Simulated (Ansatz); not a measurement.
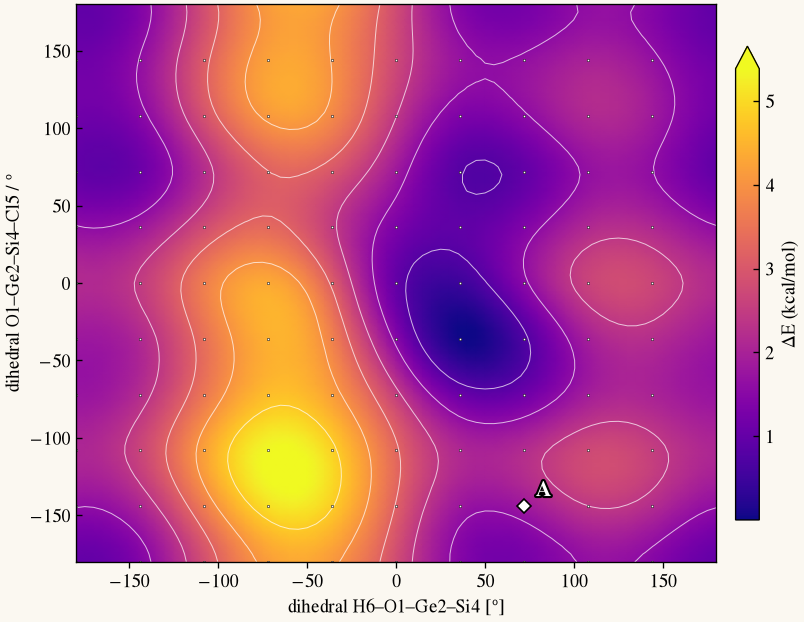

ClFGeH4OSi, SMILES [OH][GeH]([F])[SiH2]Cl. Coordinates scanned: (1) dihedral H6–O1–Ge2–Si4; (2) dihedral O1–Ge2–Si4–Cl5. Nothing is relaxed (all other coordinates rigid). The scan uses a 10 × 10 grid. Points are written as (first, second). Energies are in kcal/mol, from the relaxed molecule at the same level. The calculation used RKS PBE0-D4/def2-TZVP (Ansatz 0.2.0).

Drawn: a smooth colour map with a few white contour lines, dots at the grid points, one colour for all values above the top of the scale, the point A. Between grid points the surface is interpolated.

Question: Is A at rest? If not, where is it pushed?

Answer: A, at (72°, −144°), is not a stationary point. The computed force is 0.016 kcal/mol for each degree towards smaller values of dihedral H6–O1–Ge2–Si4 and 0.025 kcal/mol for each degree towards smaller values of dihedral O1–Ge2–Si4–Cl5.
